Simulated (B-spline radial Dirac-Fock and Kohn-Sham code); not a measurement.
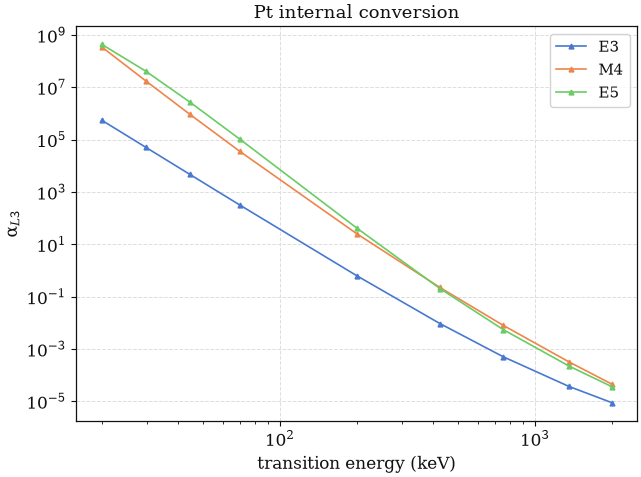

L3-subshell internal conversion coefficients against transition energy, at the marked points and joined by straight lines (also across edges). System: platinum (Z = 78). The calculation used a Dirac–Hartree–Slater potential of the neutral atom, no hole, surface-current nucleus (a B-spline radial atomic code).

Question: How do the multipoles rank at 69.7 keV?

Answer: E5 (103000), M4 (35300), E3 (315).

Question: Above what energy does an E3 transition emit more photons than L3-subshell conversion electrons?

Answer: Between 69.7 and 200 keV, where α drops through 1.
